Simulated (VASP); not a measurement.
## MoS2: GW quasiparticle gap

Wanted: how far GW moves the Kohn-Sham levels of MoS2. The cell has space group P6_3/mmc. The start is a cell from a database of measured crystal structures.

Program: VASP 6.6.1. Level of theory: LDA, no spin polarisation; plane waves and PAW (Mo_sv, S), in the first sound run; inputs show where later runs differ. Results are calculated unless marked as measured.

The database entry behind the starting cell differs from later determinations by our own check (about 0.3 % long), so it need not match the best structure at ambient conditions.

### Step 1. Set-up

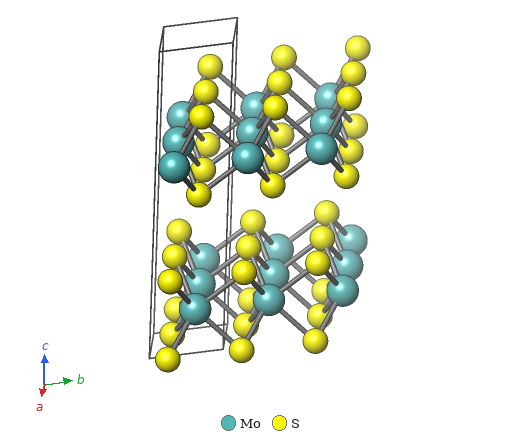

The starting structure, seen slightly off an axis (molybdenum teal, sulfur yellow). 3×3×1 cells are drawn.

### Step 2. Relaxation

The atoms are relaxed first inside the given cell, which is kept (ISIF = 2), since band edges depend on the positions.

File INCAR:

```
SYSTEM = MoS2
PREC = Accurate
ENCUT = 400
EDIFF = 1E-06
NELM = 100
ISMEAR = 0
SIGMA = 0.05
LREAL = .FALSE.
ALGO = Normal
GGA = CA
NBANDS = 32
LASPH = .TRUE.
LWAVE = .FALSE.
LCHARG = .FALSE.
KPAR = 4
IBRION = 2
NSW = 60
ISIF = 2
EDIFFG = -0.01
```

File POSCAR:

```
MoS2
1.0
    3.1690000000      0.0000000000      0.0000000000
   -1.5845000000      2.7444345046      0.0000000000
    0.0000000000      0.0000000000     12.3240000000
Mo S
2 4
Direct
    0.3333333333      0.6666666667      0.2500000000
    0.6666666667      0.3333333333      0.7500000000
    0.3333333333      0.6666666667      0.6230000000
    0.6666666667      0.3333333333      0.1230000000
    0.3333333333      0.6666666667      0.8770000000
    0.6666666667      0.3333333333      0.3770000000
```

File KPOINTS:

```
Automatic mesh
0
Gamma
7 7 2
0 0 0
```

The projector-augmented-wave data sets are Mo_sv and S (PBE family, release 64).

Command:

```
$ mpirun -np 4 vasp_std
```

The log of the run:

```text
[banner, memory and clock lines left out]
running    4 mpi-ranks, on    1 nodes
 distrk:  each k-point on    1 cores,    4 groups
 distr:  one band on    1 cores,    1 groups

 POSCAR found type information on POSCAR MoS
 POSCAR found :  2 types and       6 ions
|                                                                             |
|               ----> ADVICE to this user running VASP <----                  |
|                                                                             |
|     You enforced a specific xc type in the INCAR file but a different       |
|     [... a line on the potential file left out ...]
|     I HOPE YOU KNOW WHAT YOU ARE DOING!                                     |
|                                                                             |

 LDA part: xc-table for (Slater(with rela. corr.)+CA(PZ))
 , standard interpolation
 POSCAR, INCAR and KPOINTS ok, starting setup
 FFT: planning ... GRIDC
 FFT: planning ... GRID_SOFT
 FFT: planning ... GRID
 WAVECAR not read
 entering main loop
       N       E                     dE             d eps       ncg     rms          rms(c)
DAV:   1     0.377072034129E+03    0.37707E+03   -0.26184E+04  1152   0.126E+03
DAV:   2    -0.322805585162E+02   -0.40935E+03   -0.39778E+03  1312   0.353E+02
DAV:   3    -0.517541635756E+02   -0.19474E+02   -0.19307E+02  1296   0.696E+01
DAV:   4    -0.521955501503E+02   -0.44139E+00   -0.44025E+00  1248   0.102E+01
DAV:   5    -0.522057505591E+02   -0.10200E-01   -0.10194E-01  1264   0.148E+00    0.353E+01
DAV:   6    -0.498972012788E+02    0.23085E+01   -0.20687E+01  1120   0.249E+01    0.120E+01
DAV:   7    -0.494384610314E+02    0.45874E+00   -0.95513E+00  1136   0.159E+01    0.813E+00
DAV:   8    -0.490501086912E+02    0.38835E+00   -0.14278E+00  1256   0.668E+00    0.299E+00
DAV:   9    -0.490545941409E+02   -0.44854E-02   -0.15822E-01  1360   0.191E+00    0.124E+00
DAV:  10    -0.490467668316E+02    0.78273E-02   -0.51726E-02  1224   0.133E+00    0.322E-01
DAV:  11    -0.490465480865E+02    0.21875E-03   -0.21584E-03  1320   0.255E-01    0.202E-01
DAV:  12    -0.490464386019E+02    0.10948E-03   -0.34951E-04  1264   0.930E-02    0.955E-02
DAV:  13    -0.490464183737E+02    0.20228E-04   -0.12833E-04  1368   0.580E-02    0.186E-02
DAV:  14    -0.490464197368E+02   -0.13632E-05   -0.88731E-06  1112   0.171E-02    0.248E-02
DAV:  15    -0.490464189412E+02    0.79569E-06   -0.15972E-06   936   0.844E-03
   1 F= -.49046419E+02 E0= -.49046419E+02  d E =-.490464E+02
 curvature:   0.00 expect dE= 0.000E+00 dE for cont linesearch  0.000E+00
 trial: gam= 0.00000 g(F)=  0.336E-01 g(S)=  0.000E+00 ort = 0.000E+00 (trialstep = 0.100E+01)
 search vector abs. value=  0.336E-01
 bond charge predicted
       N       E                     dE             d eps       ncg     rms          rms(c)
DAV:   1    -0.490584148432E+02   -0.11995E-01   -0.18573E+00  1024   0.506E+00    0.146E+00
DAV:   2    -0.490650818297E+02   -0.66670E-02   -0.82805E-02  1216   0.124E+00    0.642E-01
DAV:   3    -0.490648983556E+02    0.18347E-03   -0.10135E-03  1232   0.169E-01    0.407E-01
DAV:   4    -0.490648299200E+02    0.68436E-04   -0.97690E-04  1184   0.136E-01    0.615E-02
DAV:   5    -0.490648043870E+02    0.25533E-04   -0.19011E-04  1176   0.606E-02    0.469E-02
DAV:   6    -0.490648001176E+02    0.42694E-05   -0.16290E-05  1160   0.170E-02    0.240E-02
DAV:   7    -0.490647985825E+02    0.15351E-05   -0.41794E-06  1048   0.893E-03    0.100E-02
DAV:   8    -0.490647982695E+02    0.31303E-06   -0.12142E-06   704   0.573E-03
   2 F= -.49064798E+02 E0= -.49064798E+02  d E =-.183793E-01
 trial-energy change:   -0.018379  1 .order   -0.018229   -0.033580   -0.002879
 step:   1.0909(harm=  1.0938)  dis= 0.02195  next Energy=   -49.064929 (dE=-0.185E-01)
 bond charge predicted
       N       E                     dE             d eps       ncg     rms          rms(c)
DAV:   1    -0.490648776529E+02   -0.79070E-04   -0.15453E-02  1032   0.464E-01    0.125E-01
DAV:   2    -0.490649336398E+02   -0.55987E-04   -0.68604E-04  1224   0.113E-01    0.590E-02
DAV:   3    -0.490649319921E+02    0.16477E-05   -0.84592E-06  1088   0.154E-02    0.372E-02
DAV:   4    -0.490649314470E+02    0.54514E-06   -0.76737E-06  1040   0.123E-02
   3 F= -.49064931E+02 E0= -.49064931E+02  d E =-.185125E-01
 curvature:  -0.55 expect dE=-0.537E-08 dE for cont linesearch -0.537E-08
 trial: gam= 0.00000 g(F)=  0.984E-08 g(S)=  0.000E+00 ort =-0.182E-04 (trialstep = 0.102E+01)
 search vector abs. value=  0.994E-08
 reached required accuracy - stopping structural energy minimisation
```

The job ended after 16 s (4 MPI ranks of Intel Xeon 6975P-C (Granite Rapids), shared host; peak memory 0.71 GiB; 61 s of CPU time).

Lines that name or quote the potential files are left out of all logs, and their timing lines are given in words.

OUTCAR, selected parts (step 2):

```text
ion  position               nearest neighbor table
   1  0.333  0.667  0.250-   4 2.41   6 2.41   4 2.41   6 2.41   4 2.41   6 2.41
   2  0.667  0.333  0.750-   3 2.41   5 2.41   3 2.41   5 2.41   3 2.41   5 2.41
   3  0.333  0.667  0.623-   2 2.41   2 2.41   2 2.41
   4  0.667  0.333  0.123-   1 2.41   1 2.41   1 2.41
   5  0.333  0.667  0.877-   2 2.41   2 2.41   2 2.41
   6  0.667  0.333  0.377-   1 2.41   1 2.41   1 2.41

  LATTYP: Found a hexagonal cell.
 ALAT       =     3.1690000000
 C/A-ratio  =     3.8889239508

 Subroutine GETGRP returns: Found 24 space group operations
 (whereof 12 operations were pure point group operations)

The static configuration has the point symmetry D_3d.
 The point group associated with its full space group is D_6h.

 Found     16 irreducible k-points:

   k-points           NKPTS =     16   k-points in BZ     NKDIM =     16   number of bands    NBANDS=     32

   dimension x,y,z NGX =    24 NGY =   24 NGZ =   80
   dimension x,y,z NGXF=    48 NGYF=   48 NGZF=  160

   ENCUT  =  400.0 eV  29.40 Ry    5.42 a.u.   5.17  5.17 20.10*2*pi/ulx,y,z

   NELECT =      52.0000    total number of electrons

 k-points in reciprocal lattice and weights: Automatic mesh
   0.00000000  0.00000000  0.00000000       0.010
   0.14285714  0.00000000  0.00000000       0.061
   0.28571429  0.00000000  0.00000000       0.061
   0.42857143 -0.00000000  0.00000000       0.061
   0.14285714  0.14285714  0.00000000       0.061
   0.28571429  0.14285714  0.00000000       0.122
   0.42857143  0.14285714  0.00000000       0.061
   0.28571429  0.28571429  0.00000000       0.061
   0.00000000  0.00000000  0.50000000       0.010
[...]
0.42857143  0.14285714  0.50000000       0.061
   0.28571429  0.28571429  0.50000000       0.061

 average (electrostatic) potential at core
       1 -74.4990       2 -74.4990       3 -84.4720       4 -84.4720       5 -84.4720
       6 -84.4720

 E-fermi :   7.6451

 k-point     1 :       0.0000    0.0000    0.0000
  band No.  band energies     occupation
    ...
     22       5.0452      2.00000
     23       5.0452      2.00000
     24       6.1248      2.00000
     25       6.1534      2.00000
     26       7.3419      2.00000
     27       9.3861      0.00000
     28       9.3861      0.00000
     29       9.4091      0.00000
     30       9.4091      0.00000
     31       9.6220      0.00000
    ...

 k-point     2 :       0.1429    0.0000    0.0000
  band No.  band energies     occupation
    ...
     22       4.6148      2.00000
     23       5.2267      2.00000
     24       6.1385      2.00000
     25       6.2473      2.00000
     26       6.7363      2.00000
     27       8.9645      0.00000
     28       9.1345      0.00000
     29       9.2807      0.00000
     30       9.3448      0.00000
     31       9.4292      0.00000
    ...

 k-point     3 :       0.2857    0.0000    0.0000
  band No.  band energies     occupation
    ...
     22       4.8946      2.00000
     23       4.9718      2.00000
     24       5.5335      2.00000
     25       5.5835      2.00000
     26       5.7705      2.00000
     27       8.5334      0.00000
     28       8.8251      0.00000
     29       9.0117      0.00000
     30       9.3871      0.00000
     31       9.5081      0.00000
    ...

  Total       -2.8380273     -2.8380273     -0.8466191     -0.0000000      0.0000000     -0.0000000
  in kB      -42.4229000    -42.4229000    -12.6552827     -0.0000000      0.0000000     -0.0000000
  external PRESSURE =     -32.5003609 kB  Pullay stress =       0.0000000 kB

  energy-cutoff  :      400.00
  volume of cell :      107.18
      direct lattice vectors                 reciprocal lattice vectors
     3.169000000  0.000000000  0.000000000     0.315556958  0.182186895  0.000000000
    -1.584500000  2.744434505  0.000000000     0.000000000  0.364373789  0.000000000
     0.000000000  0.000000000 12.324000000     0.000000000  0.000000000  0.081142486

 POSITION                                       TOTAL-FORCE (eV/Angst)
 -----------------------------------------------------------------------------------
     -0.00000      1.82962      3.08100         0.000000     -0.000000      0.000000
      1.58450      0.91481      9.24300         0.000000      0.000000      0.000000
     -0.00000      1.82962      7.69981        -0.000000     -0.000000     -0.000226
      1.58450      0.91481      1.53781        -0.000000      0.000000     -0.000226
     -0.00000      1.82962     10.78619        -0.000000     -0.000000      0.000226
      1.58450      0.91481      4.62419        -0.000000      0.000000      0.000226
 -----------------------------------------------------------------------------------
    total drift:                               -0.000000      0.000000     -0.000000

  FREE ENERGIE OF THE ION-ELECTRON SYSTEM (eV)
  ---------------------------------------------------
  free  energy   TOTEN  =       -49.0649314470 eV

  energy  without entropy=      -49.0649314470  energy(sigma->0) =      -49.06493145

 reached required accuracy - stopping structural energy minimisation

[... 3 further parts left out ...]
```

CONTCAR:

```
MoS2
   1.00000000000000
     3.1690000000000000    0.0000000000000000    0.0000000000000000
    -1.5845000000000000    2.7444345046000000    0.0000000000000000
     0.0000000000000000    0.0000000000000000   12.3239999999999998
  Mo              S
     2     4
Direct
     0.3333333332999970    0.6666666667000030    0.2500000000000000
     0.6666666667000030    0.3333333332999970    0.7500000000000000
     0.3333333332999970    0.6666666667000030    0.6247813319224920
     0.6666666667000030    0.3333333332999970    0.1247813319224919
     0.3333333332999970    0.6666666667000030    0.8752186680775080
     0.6666666667000030    0.3333333332999970    0.3752186680775080
```

The PAW data sets were made with PBE, though LDA sets exist; this is a small mismatch. The run keeps the 24 symmetry operations of its start, so it cannot find a distortion of lower symmetry.

Relaxation path:

```
step  energy less that of the first step (eV)  largest force (eV/Å)
   1                                   0.0000                0.4172
   2                                  -0.0184                0.0358
   3                                  -0.0185                0.0002
```

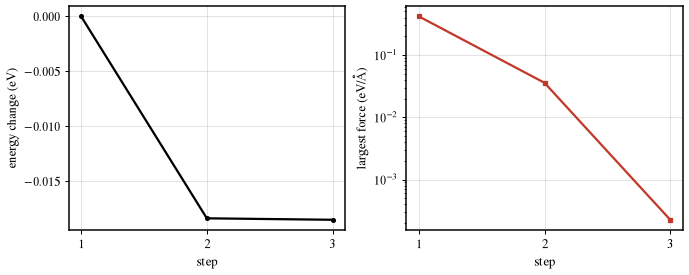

Energy and largest force along the relaxation.

The atoms that moved most (Å):

```
atom     dx     dy      dz  length
  S3  0.000  0.000   0.022   0.022
  S5  0.000  0.000  -0.022   0.022
  S6  0.000  0.000  -0.022   0.022
  S4  0.000  0.000   0.022   0.022
```

The relaxed structure:

```xyz
6
Lattice="3.1690 0.0000 0.0000 -1.5845 2.7444 0.0000 0.0000 0.0000 12.3240" Properties=species:S:1:pos:R:3 pbc="T T T"
Mo    0.0000    1.8296    3.0810
Mo    1.5845    0.9148    9.2430
S     0.0000    1.8296    7.6998
S     1.5845    0.9148    1.5378
S     0.0000    1.8296   10.7862
S     1.5845    0.9148    4.6242
```

Numbers from this step:

* free energy (TOTEN): -49.06 eV
* Fermi energy: 7.645 eV
* pressure: -3.250 GPa

At LDA, with these data sets, the largest force is down to 2.3e-4 eV/Å.

(Continued in part 2 of 5.)

[Lines on the potential files, build, host, timing and source positions are cut from VASP's logs without a mark.]

[Logs are printed without paths, hosts, clocks, repeated set-up lines and the standing remarks that a program may print on its own settings, such as how far it seeks lower states.]

[Hosts, paths, dates, database ids (printed as entryN), source tags and the programs' standing remarks are cut or masked in the printed files.]

[Pressures printed for these runs are not shown converged in the cutoff: they can be off by several GPa and have the wrong sign.]
